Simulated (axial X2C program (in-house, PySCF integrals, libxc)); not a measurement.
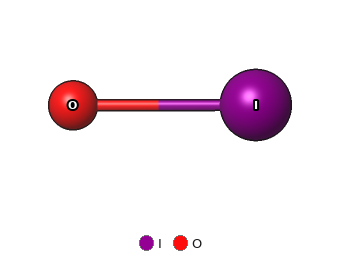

The molecule at the reference distance of 1.925 Å.

## Relativistic diatomic calculation, with input and output: IO⁻

IO⁻, single determinant with Ω = 0. The distance is the PBE0 minimum at charge −1. Computed at this level: expectation values, HF and Kohn-Sham, two-component X2C with atomic mean-field Coulomb and Gaunt terms, I dyall-acv3z, O dyall-av3z (cores contracted) (axial X2C program (in-house, PySCF integrals, libxc)).

## Log
```
two-component X2C + atomic mean field  PBE0
basis functions 194  fitting functions 971  grid points 5081
iter        total energy     max residual
   1      -7184.830830045     6.68e+00
   2      -7186.280285494     5.16e+00
   3      -7187.139289559     2.83e-01
   4      -7187.278721932     4.03e-01
   5      -7187.455723598     3.02e-01
   6      -7187.576008325     2.70e-01
   7      -7187.596061308     4.47e-02
   8      -7187.597072825     2.04e-02
   9      -7187.597354100     7.96e-03
  10      -7187.597388610     5.15e-03
  11      -7187.597399924     2.74e-03
  12      -7187.597401724     1.70e-03
  13      -7187.597402400     6.31e-04
  14      -7187.597402520     1.24e-04
  15      -7187.597402548     2.96e-05
  16      -7187.597402550     2.83e-05
  17      -7187.597402550     6.28e-06
converged
one-electron -10095.67044370  Coulomb 2987.35967969  exact exchange -47.14323654  xc functional -144.36791587  nuclear repulsion 116.55643503  atomic mean-field constant -4.33192116
```

## Expectation values by level of theory

| quantity | PBE0 | HF | B3LYP | BP86 | TPSSh |
| --- | --- | --- | --- | --- | --- |
| effective field for an electron dipole moment (GV/cm) | – | – | – | – | – |
| field gradient at the first nucleus (a.u.) | 10.8 | 10.1 | 10.9 | 10.9 | 10.7 |
| field gradient at the second nucleus (a.u.) | 3.05 | 3.47 | 3.06 | 2.90 | 3.02 |
| A∥/gI, first nucleus (MHz) | – | – | – | – | – |
| A∥/gI, second nucleus (MHz) | – | – | – | – | – |

Each column comes from one determinant, in a basis with contracted cores. A dash marks a value that vanishes by symmetry, wasn't computed or didn't converge. The spread over the levels shows only part of the uncertainty.

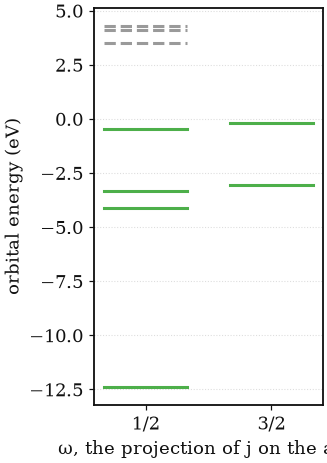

Orbital energies (PBE0) near the frontier at 1.93 Å, filled (solid) and empty (dashed); the Kramers partners at −ω are degenerate and not drawn. The highest filled spinor (3/2; 47 % O p, 38 % I p) lies at −0.21 eV, the lowest empty one (1/2; 68 % I p, 11 % O p) at 3.52 eV.

## The input
```
{"zs": [53, 8], "q": -1, "bas": ["dyall-acv3z", "dyall-av3z"], "r0": 1.96, "levels": ["PBE0", "HF", "B3LYP", "BP86", "TPSSh"], "nst": 3}
```

The line is the task of a batch: nuclear charges, charge, bases, the levels to run, a first guess of the distance and further settings. This report covers the levels named above. The log is that of the reference distance.

Launched within a batch (the task file carries these settings):
```bash
python <driver script> task.json out
```

## Summary

- outcome: converged
- hardware: 1 thread of Arm Neoverse N1, 98 GiB of memory available, shared host
- wall time: 6.7 s
- peak memory: 0.35 GiB
